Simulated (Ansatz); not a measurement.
# AlNH₃ (quartet): PBE-QIDH, RPA-PBE over a scan of the distance Al1–H4 along a hydrogen transfer, cc-pVTZ

How well do these functionals follow the top wave-function level for AlNH₃ (quartet) over a scan of the distance Al1–H4 along a hydrogen transfer?

The runs use Ansatz 0.2.0, Gaussian basis; cc-pVTZ, all electrons in the functionals, frozen cores in the correlation of double hybrids and RPA.

Plan: PBE-QIDH, RPA-PBE, at 1.586 Å; 1.685 Å; 1.884 Å; 2.082 Å; 2.281 Å.

5 further runs of the same task are left out: 5 for a known fault of the program.

## 1. The system

The geometry derives from fragments relaxed apart (PBE0/def2-TZVP) and kept rigid, so it is no stationary point. A hydrogen atom is moved between rigid fragments.

5 atoms, charge 0, spin multiplicity 4.

Atoms are counted from 1 here; the program's logs count them from 0.

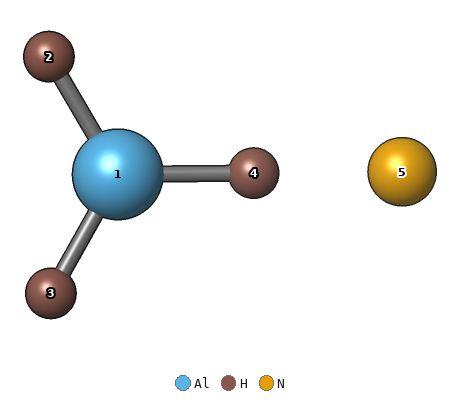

The geometry (aluminium blue, hydrogen brown, nitrogen amber); atoms are numbered from 1 in the order of the file.

No dispersion term is added.

The geometry shown and the zero of energy belong to the point 1.586 Å. The yardstick, UCCSDT(Q), and other wave-function levels (R restricted, U unrestricted, valence and pair active spaces) come from earlier runs.

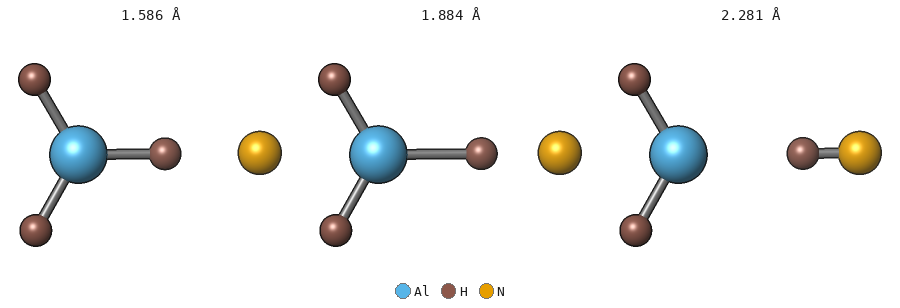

Three points of the scan; sticks are drawn by distance.

## 2. PBE-QIDH, 1.586 Å

Contents of in.yaml:

```yaml
crystal:
  periodic: [false, false, false]
  atoms:
    - {symbol: Al, position_ang: [-1.056898, 0.000000, 0.000000]}
    - {symbol: H, position_ang: [-1.849822, 1.373384, 0.000000]}
    - {symbol: H, position_ang: [-1.849822, -1.373384, 0.000000]}
    - {symbol: H, position_ang: [0.528950, 0.000000, 0.000000]}
    - {symbol: N, position_ang: [2.264102, 0.000000, 0.000000]}
basis:
  gaussian: {orbitals: cc-pVTZ}
magnetization: {spin_polarized: true, initial_magnetization: 3}
hamiltonian: {xc: {name: PBE-QIDH}}
correlation: {electrons: outside_noble_gas}
```

Run with:

```bash
> ansatz run in.yaml --threads 2 --pin off --events-out ev --progress --plain --max-ram 24576MiB --backend cuda --devices 0, --max-vram 18GiB
```

What it wrote:

```text
Functional definition: PBE-QIDH
  name "PBE-QIDH"
  cite "Brémond, Sancho-García, Pérez-Jiménez & Adamo, J. Chem. Phys. 141, 031101 (2014) doi:10.1063/1.4890314"
  cite "Perdew, Burke & Ernzerhof, Phys. Rev. Lett. 77, 3865 (1996) doi:10.1103/PhysRevLett.77.3865"
  parameter a = 3^(-1/3)
  parameter c = 1/3
  exchange = (1 - a)*pbe_x + a*exact_x
  correlation = (1 - c)*pbe_c + c*(mp2_os + mp2_ss)
624 factors; integrals over basis functions are off by at most 1.6e-3 eV
mean field evaluation 1: about -8120.3552 eV, gradient 7.7e0 eV
mean field evaluation 2: about -8120.3590 eV, gradient 7.7e0 eV
mean field evaluation 4: about -8121.1189 eV, gradient 1.1e0 eV
mean field evaluation 8: about -8121.1368 eV, gradient 3.2e-2 eV
mean field evaluation 16: about -8121.1368 eV, gradient 1.5e-5 eV
mean field -8121.13682247 eV, -298.4462735215 hartree, gradient 3.6e-6 eV, S^2 3.759122; 0 other end points of the search recorded, 0 dependent functions left out
6 core orbitals not correlated: weight in the atoms' cores, before any rotation towards them, 1.000 or more for the frozen orbitals, at most 0.000 for the correlated occupied ones
reference -8121.13683499 eV, -298.4462739817 hartree; 7, 4 occupied and 93, 96 virtual orbitals, 624 factors
second order -6.09644353 eV of doubles, -0.00000000 eV of singles
Total energy: -8123.16898283 eV, -298.5209540375 hartree
```

It took 4.5 s on 1 × H100 (card shared with other runs) with 2 threads of AMD EPYC 7R13, shared host; peak host memory 0.79 GiB.

From the report: ⟨S²⟩ of the determinant 3.759 (pure quartet: 3.75).

## 3. PBE-QIDH, 1.685 Å

Contents of in.yaml:

```yaml
crystal:
  periodic: [false, false, false]
  atoms:
    - {symbol: Al, position_ang: [-1.059169, 0.000000, 0.000000]}
    - {symbol: H, position_ang: [-1.852092, 1.373384, 0.000000]}
    - {symbol: H, position_ang: [-1.852092, -1.373384, 0.000000]}
    - {symbol: H, position_ang: [0.625831, 0.000000, 0.000000]}
    - {symbol: N, position_ang: [2.261831, 0.000000, 0.000000]}
basis:
  gaussian: {orbitals: cc-pVTZ}
magnetization: {spin_polarized: true, initial_magnetization: 3}
hamiltonian: {xc: {name: PBE-QIDH}}
correlation: {electrons: outside_noble_gas}
```

The command is unchanged.

What it wrote (excerpt; [...] marks lines left out):

```text
Functional definition: PBE-QIDH
  name "PBE-QIDH"
  cite "Brémond, Sancho-García, Pérez-Jiménez & Adamo, J. Chem. Phys. 141, 031101 (2014) doi:10.1063/1.4890314"
  cite "Perdew, Burke & Ernzerhof, Phys. Rev. Lett. 77, 3865 (1996) doi:10.1103/PhysRevLett.77.3865"
[...]
625 factors; integrals over basis functions are off by at most 1.5e-3 eV
[...]
mean field -8121.00299471 eV, -298.4413554420 hartree, gradient 6.5e-6 eV, S^2 3.765002; 0 other end points of the search recorded, 0 dependent functions left out
6 core orbitals not correlated: weight in the atoms' cores, before any rotation towards them, 1.000 or more for the frozen orbitals, at most 0.000 for the correlated occupied ones
reference -8121.00300717 eV, -298.4413559001 hartree; 7, 4 occupied and 93, 96 virtual orbitals, 625 factors
second order -6.18728229 eV of doubles, -0.00000000 eV of singles
Total energy: -8123.06543460 eV, -298.5171487102 hartree
```

It took 3.1 s on 1 × H100 (card shared with other runs) with 2 threads of AMD EPYC 7R13, shared host; peak host memory 0.77 GiB.

From the report: ⟨S²⟩ of the determinant 3.765 (pure quartet: 3.75).

From 1.586 Å: +10.0 kJ/mol.

## 4. PBE-QIDH, 1.884 Å

Contents of in.yaml:

```yaml
crystal:
  periodic: [false, false, false]
  atoms:
    - {symbol: Al, position_ang: [-1.063726, 0.000000, 0.000000]}
    - {symbol: H, position_ang: [-1.856650, 1.373384, 0.000000]}
    - {symbol: H, position_ang: [-1.856650, -1.373384, 0.000000]}
    - {symbol: H, position_ang: [0.820274, 0.000000, 0.000000]}
    - {symbol: N, position_ang: [2.257274, 0.000000, 0.000000]}
basis:
  gaussian: {orbitals: cc-pVTZ}
magnetization: {spin_polarized: true, initial_magnetization: 3}
hamiltonian: {xc: {name: PBE-QIDH}}
correlation: {electrons: outside_noble_gas}
```

Same command.

What it wrote (excerpt; [...] marks lines left out):

```text
Functional definition: PBE-QIDH
  name "PBE-QIDH"
  cite "Brémond, Sancho-García, Pérez-Jiménez & Adamo, J. Chem. Phys. 141, 031101 (2014) doi:10.1063/1.4890314"
  cite "Perdew, Burke & Ernzerhof, Phys. Rev. Lett. 77, 3865 (1996) doi:10.1103/PhysRevLett.77.3865"
[...]
626 factors; integrals over basis functions are off by at most 1.4e-3 eV
[...]
mean field -8120.67168487 eV, -298.4291800300 hartree, gradient 3.6e-6 eV, S^2 3.789967; 0 other end points of the search recorded, 0 dependent functions left out
6 core orbitals not correlated: weight in the atoms' cores, before any rotation towards them, 1.000 or more for the frozen orbitals, at most 0.000 for the correlated occupied ones
reference -8120.67169733 eV, -298.4291804878 hartree; 7, 4 occupied and 93, 96 virtual orbitals, 626 factors
second order -6.42411491 eV of doubles, -0.00000000 eV of singles
Total energy: -8122.81306896 eV, -298.5078744439 hartree
```

Run time: 9 s. Hardware: 1 × H100 (card shared with other runs) with 2 threads of AMD EPYC 7R13, shared host; peak host memory 0.77 GiB.

From the report: ⟨S²⟩ of the determinant 3.790 (pure quartet: 3.75).

From 1.586 Å: +34.3 kJ/mol.

## 5. PBE-QIDH, 2.082 Å

Contents of in.yaml:

```yaml
crystal:
  periodic: [false, false, false]
  atoms:
    - {symbol: Al, position_ang: [-1.068260, 0.000000, 0.000000]}
    - {symbol: H, position_ang: [-1.861184, 1.373384, 0.000000]}
    - {symbol: H, position_ang: [-1.861184, -1.373384, 0.000000]}
    - {symbol: H, position_ang: [1.013740, 0.000000, 0.000000]}
    - {symbol: N, position_ang: [2.252740, 0.000000, 0.000000]}
basis:
  gaussian: {orbitals: cc-pVTZ}
magnetization: {spin_polarized: true, initial_magnetization: 3}
hamiltonian: {xc: {name: PBE-QIDH}}
correlation: {electrons: outside_noble_gas}
```

The command is unchanged.

What it wrote (excerpt; [...] marks lines left out):

```text
Functional definition: PBE-QIDH
  name "PBE-QIDH"
  cite "Brémond, Sancho-García, Pérez-Jiménez & Adamo, J. Chem. Phys. 141, 031101 (2014) doi:10.1063/1.4890314"
  cite "Perdew, Burke & Ernzerhof, Phys. Rev. Lett. 77, 3865 (1996) doi:10.1103/PhysRevLett.77.3865"
[...]
624 factors; integrals over basis functions are off by at most 1.9e-3 eV
[...]
mean field -8120.76612554 eV, -298.4326506604 hartree, gradient 1.9e-6 eV, S^2 3.784139; 0 other end points of the search recorded, 0 dependent functions left out
6 core orbitals not correlated: weight in the atoms' cores, before any rotation towards them, 1.000 or more for the frozen orbitals, at most 0.000 for the correlated occupied ones
reference -8120.76613830 eV, -298.4326511297 hartree; 7, 4 occupied and 93, 96 virtual orbitals, 624 factors
second order -6.59496903 eV of doubles, -0.00000000 eV of singles
Total energy: -8122.96446132 eV, -298.5134380103 hartree
```

Wall time 9 s (1 × H100 (card shared with other runs) with 2 threads of AMD EPYC 7R13, shared host); peak host memory 0.77 GiB.

From the report: ⟨S²⟩ of the determinant 3.784 (pure quartet: 3.75).

From 1.586 Å: +19.7 kJ/mol.

## 6. PBE-QIDH, 2.281 Å

Contents of in.yaml:

```yaml
crystal:
  periodic: [false, false, false]
  atoms:
    - {symbol: Al, position_ang: [-1.072818, 0.000000, 0.000000]}
    - {symbol: H, position_ang: [-1.865742, 1.373384, 0.000000]}
    - {symbol: H, position_ang: [-1.865742, -1.373384, 0.000000]}
    - {symbol: H, position_ang: [1.208182, 0.000000, 0.000000]}
    - {symbol: N, position_ang: [2.248182, 0.000000, 0.000000]}
basis:
  gaussian: {orbitals: cc-pVTZ}
magnetization: {spin_polarized: true, initial_magnetization: 3}
hamiltonian: {xc: {name: PBE-QIDH}}
correlation: {electrons: outside_noble_gas}
```

The command is unchanged.

What it wrote (excerpt; [...] marks lines left out):

```text
Functional definition: PBE-QIDH
  name "PBE-QIDH"
  cite "Brémond, Sancho-García, Pérez-Jiménez & Adamo, J. Chem. Phys. 141, 031101 (2014) doi:10.1063/1.4890314"
  cite "Perdew, Burke & Ernzerhof, Phys. Rev. Lett. 77, 3865 (1996) doi:10.1103/PhysRevLett.77.3865"
[...]
628 factors; integrals over basis functions are off by at most 1.4e-3 eV
[...]
mean field -8121.09072042 eV, -298.4445793024 hartree, gradient 6.1e-6 eV, S^2 3.765445; 0 other end points of the search recorded, 0 dependent functions left out
6 core orbitals not correlated: weight in the atoms' cores, before any rotation towards them, 1.000 or more for the frozen orbitals, at most 0.000 for the correlated occupied ones
reference -8121.09073343 eV, -298.4445797804 hartree; 7, 4 occupied and 93, 96 virtual orbitals, 628 factors
second order -6.48194920 eV of doubles, -0.00000000 eV of singles
Total energy: -8123.25138316 eV, -298.5239821936 hartree
```

Wall time 6 s (1 × H100 (card shared with other runs) with 2 threads of AMD EPYC 7R13, shared host); peak host memory 0.77 GiB.

From the report: ⟨S²⟩ of the determinant 3.765 (pure quartet: 3.75).

From 1.586 Å: -8.0 kJ/mol.

## 7. RPA-PBE, 1.586 Å

Contents of in.yaml:

```yaml
crystal:
  periodic: [false, false, false]
  atoms:
    - {symbol: Al, position_ang: [-1.056898, 0.000000, 0.000000]}
    - {symbol: H, position_ang: [-1.849822, 1.373384, 0.000000]}
    - {symbol: H, position_ang: [-1.849822, -1.373384, 0.000000]}
    - {symbol: H, position_ang: [0.528950, 0.000000, 0.000000]}
    - {symbol: N, position_ang: [2.264102, 0.000000, 0.000000]}
basis:
  gaussian: {orbitals: cc-pVTZ}
magnetization: {spin_polarized: true, initial_magnetization: 3}
hamiltonian: {xc: {name: PBE}}
correlation: {method: rpa, electrons: outside_noble_gas}
```

The command is unchanged.

What it wrote (excerpt; [...] marks lines left out):

```text
Functional definition: PBE
  name "PBE"
  cite "Perdew, Burke & Ernzerhof, Phys. Rev. Lett. 77, 3865 (1996) doi:10.1103/PhysRevLett.77.3865"
  parent pbe
[...]
624 factors; integrals over basis functions are off by at most 1.6e-3 eV
[...]
mean field -8124.72061331 eV, -298.5779754058 hartree, gradient 2.1e-6 eV, S^2 3.754038; 0 other end points of the search recorded, 0 dependent functions left out
6 core orbitals not correlated: weight in the atoms' cores, before any rotation towards them, 1.000 or more for the frozen orbitals, at most 0.000 for the correlated occupied ones
reference -8108.70197138 eV, -297.9893011725 hartree; 7, 4 occupied and 93, 96 virtual orbitals, 624 factors
Total energy: -8120.59098739 eV, -298.4262144522 hartree
```

Run time: 7 s. Hardware: 1 × H100 (card shared with other runs) with 2 threads of AMD EPYC 7R13, shared host; peak host memory 0.86 GiB.

From the report: ⟨S²⟩ of the determinant 3.754 (pure quartet: 3.75).

## 8. RPA-PBE, 1.685 Å

Contents of in.yaml:

```yaml
crystal:
  periodic: [false, false, false]
  atoms:
    - {symbol: Al, position_ang: [-1.059169, 0.000000, 0.000000]}
    - {symbol: H, position_ang: [-1.852092, 1.373384, 0.000000]}
    - {symbol: H, position_ang: [-1.852092, -1.373384, 0.000000]}
    - {symbol: H, position_ang: [0.625831, 0.000000, 0.000000]}
    - {symbol: N, position_ang: [2.261831, 0.000000, 0.000000]}
basis:
  gaussian: {orbitals: cc-pVTZ}
magnetization: {spin_polarized: true, initial_magnetization: 3}
hamiltonian: {xc: {name: PBE}}
correlation: {method: rpa, electrons: outside_noble_gas}
```

Same command.

What it wrote (excerpt; [...] marks lines left out):

```text
Functional definition: PBE
  name "PBE"
  cite "Perdew, Burke & Ernzerhof, Phys. Rev. Lett. 77, 3865 (1996) doi:10.1103/PhysRevLett.77.3865"
  parent pbe
[...]
625 factors; integrals over basis functions are off by at most 1.5e-3 eV
[...]
mean field -8124.73133455 eV, -298.5783694039 hartree, gradient 3.9e-6 eV, S^2 3.755388; 1 other end points of the search recorded, 0 dependent functions left out
6 core orbitals not correlated: weight in the atoms' cores, before any rotation towards them, 1.000 or more for the frozen orbitals, at most 0.000 for the correlated occupied ones
reference -8108.44933327 eV, -297.9800168934 hartree; 7, 4 occupied and 93, 96 virtual orbitals, 625 factors
Total energy: -8120.49701406 eV, -298.4227609962 hartree
```

Wall time 3.8 s (1 × H100 (card shared with other runs) with 2 threads of AMD EPYC 7R13, shared host); peak host memory 0.84 GiB.

From the report: ⟨S²⟩ of the determinant 3.755 (pure quartet: 3.75).

From 1.586 Å: +9.1 kJ/mol.

## 9. RPA-PBE, 1.884 Å

Contents of in.yaml:

```yaml
crystal:
  periodic: [false, false, false]
  atoms:
    - {symbol: Al, position_ang: [-1.063726, 0.000000, 0.000000]}
    - {symbol: H, position_ang: [-1.856650, 1.373384, 0.000000]}
    - {symbol: H, position_ang: [-1.856650, -1.373384, 0.000000]}
    - {symbol: H, position_ang: [0.820274, 0.000000, 0.000000]}
    - {symbol: N, position_ang: [2.257274, 0.000000, 0.000000]}
basis:
  gaussian: {orbitals: cc-pVTZ}
magnetization: {spin_polarized: true, initial_magnetization: 3}
hamiltonian: {xc: {name: PBE}}
correlation: {method: rpa, electrons: outside_noble_gas}
```

Same command.

What it wrote (excerpt; [...] marks lines left out):

```text
Functional definition: PBE
  name "PBE"
  cite "Perdew, Burke & Ernzerhof, Phys. Rev. Lett. 77, 3865 (1996) doi:10.1103/PhysRevLett.77.3865"
  parent pbe
[...]
626 factors; integrals over basis functions are off by at most 1.4e-3 eV
[...]
mean field -8124.72008748 eV, -298.5779560817 hartree, gradient 8.0e-6 eV, S^2 3.758415; 0 other end points of the search recorded, 0 dependent functions left out
6 core orbitals not correlated: weight in the atoms' cores, before any rotation towards them, 1.000 or more for the frozen orbitals, at most 0.000 for the correlated occupied ones
reference -8107.94626135 eV, -297.9615293413 hartree; 7, 4 occupied and 93, 96 virtual orbitals, 626 factors
Total energy: -8120.30374283 eV, -298.4156584094 hartree
```

It took 7.5 s on 1 × H100 (card shared with other runs) with 2 threads of AMD EPYC 7R13, shared host; peak host memory 0.85 GiB.

From the report: ⟨S²⟩ of the determinant 3.758 (pure quartet: 3.75).

From 1.586 Å: +27.7 kJ/mol.

## 10. RPA-PBE, 2.082 Å

Contents of in.yaml:

```yaml
crystal:
  periodic: [false, false, false]
  atoms:
    - {symbol: Al, position_ang: [-1.068260, 0.000000, 0.000000]}
    - {symbol: H, position_ang: [-1.861184, 1.373384, 0.000000]}
    - {symbol: H, position_ang: [-1.861184, -1.373384, 0.000000]}
    - {symbol: H, position_ang: [1.013740, 0.000000, 0.000000]}
    - {symbol: N, position_ang: [2.252740, 0.000000, 0.000000]}
basis:
  gaussian: {orbitals: cc-pVTZ}
magnetization: {spin_polarized: true, initial_magnetization: 3}
hamiltonian: {xc: {name: PBE}}
correlation: {method: rpa, electrons: outside_noble_gas}
```

Launched as before.

What it wrote (excerpt; [...] marks lines left out):

```text
Functional definition: PBE
  name "PBE"
  cite "Perdew, Burke & Ernzerhof, Phys. Rev. Lett. 77, 3865 (1996) doi:10.1103/PhysRevLett.77.3865"
  parent pbe
[...]
624 factors; integrals over basis functions are off by at most 1.9e-3 eV
[...]
mean field -8124.90922980 eV, -298.5849069339 hartree, gradient 1.5e-6 eV, S^2 3.757527; 0 other end points of the search recorded, 0 dependent functions left out
6 core orbitals not correlated: weight in the atoms' cores, before any rotation towards them, 1.000 or more for the frozen orbitals, at most 0.000 for the correlated occupied ones
reference -8108.07238906 eV, -297.9661644491 hartree; 7, 4 occupied and 93, 96 virtual orbitals, 624 factors
Total energy: -8120.46451815 eV, -298.4215667935 hartree
```

Run time: 12 s. Hardware: 1 × H100 (card shared with other runs) with 2 threads of AMD EPYC 7R13, shared host; peak host memory 0.84 GiB.

From the report: ⟨S²⟩ of the determinant 3.758 (pure quartet: 3.75).

From 1.586 Å: +12.2 kJ/mol.

## 11. RPA-PBE, 2.281 Å

Contents of in.yaml:

```yaml
crystal:
  periodic: [false, false, false]
  atoms:
    - {symbol: Al, position_ang: [-1.072818, 0.000000, 0.000000]}
    - {symbol: H, position_ang: [-1.865742, 1.373384, 0.000000]}
    - {symbol: H, position_ang: [-1.865742, -1.373384, 0.000000]}
    - {symbol: H, position_ang: [1.208182, 0.000000, 0.000000]}
    - {symbol: N, position_ang: [2.248182, 0.000000, 0.000000]}
basis:
  gaussian: {orbitals: cc-pVTZ}
magnetization: {spin_polarized: true, initial_magnetization: 3}
hamiltonian: {xc: {name: PBE}}
correlation: {method: rpa, electrons: outside_noble_gas}
```

Launched as before.

What it wrote (excerpt; [...] marks lines left out):

```text
Functional definition: PBE
  name "PBE"
  cite "Perdew, Burke & Ernzerhof, Phys. Rev. Lett. 77, 3865 (1996) doi:10.1103/PhysRevLett.77.3865"
  parent pbe
[...]
628 factors; integrals over basis functions are off by at most 1.4e-3 eV
[...]
mean field -8125.03068893 eV, -298.5893704747 hartree, gradient 2.9e-6 eV, S^2 3.755763; 1 other end points of the search recorded, 0 dependent functions left out
6 core orbitals not correlated: weight in the atoms' cores, before any rotation towards them, 1.000 or more for the frozen orbitals, at most 0.000 for the correlated occupied ones
reference -8108.53569794 eV, -297.9831907364 hartree; 7, 4 occupied and 93, 96 virtual orbitals, 628 factors
Total energy: -8120.69986050 eV, -298.4302154655 hartree
```

Wall time 4.6 s (1 × H100 (card shared with other runs) with 2 threads of AMD EPYC 7R13, shared host); peak host memory 0.84 GiB.

From the report: ⟨S²⟩ of the determinant 3.756 (pure quartet: 3.75).

From 1.586 Å: -10.5 kJ/mol.

## 12. The comparison

The yardstick is UCCSDT(Q), where the cluster series has nearly closed. It comes from earlier runs at the same points. Energies in kJ/mol, counted from 1.586 Å; blanks weren't run or aren't comparable.

```tsv
level	1.586 Å	1.685 Å	1.884 Å	2.082 Å	2.281 Å
UCCSDT(Q)	0.0	10.7	37.0	27.7	6.1
PBE-QIDH	0.0	10.0	34.3	19.7	-8.0
RPA-PBE	0.0	9.1	27.7	12.2	-10.5
```

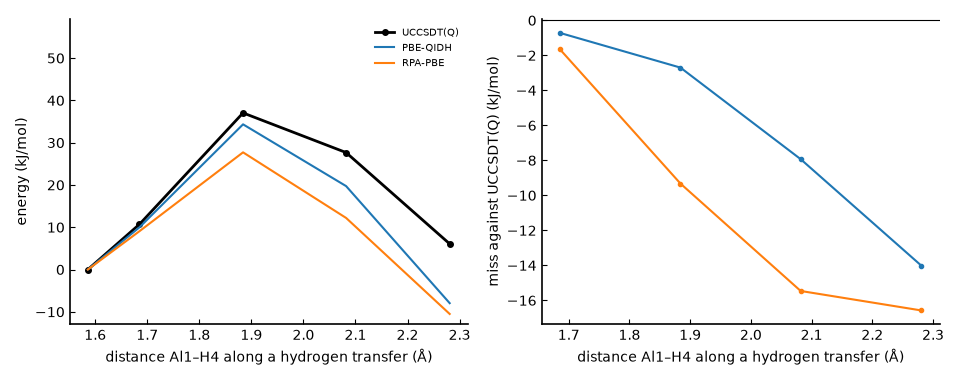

Left: the curves (the axis may cut off levels that run far away). Right: misses against UCCSDT(Q), in the same colours.

Largest miss and mean time a point (UCCSDT(Q) took 27 s a point; shared hosts):

```tsv
level	largest miss (kJ/mol)	where	time a point
PBE-QIDH	-14.0	2.281 Å	6.3 s
RPA-PBE	-16.6	2.281 Å	7 s
```

## 13. Results

```
                   quantity                   value
span of the UCCSDT(Q) curve             37.0 kJ/mol
     largest miss, PBE-QIDH  -14.0 kJ/mol (2.281 Å)
      largest miss, RPA-PBE  -16.6 kJ/mol (2.281 Å)
```

**Reading.** Of the functionals, PBE-QIDH keep the smallest largest miss at the points compared (at most 14.0 kJ/mol) and RPA-PBE strays most (16.6 kJ/mol, at 2.281 Å). Functionals and the yardstick converge differently with the basis, so part of each miss in cc-pVTZ is the basis.
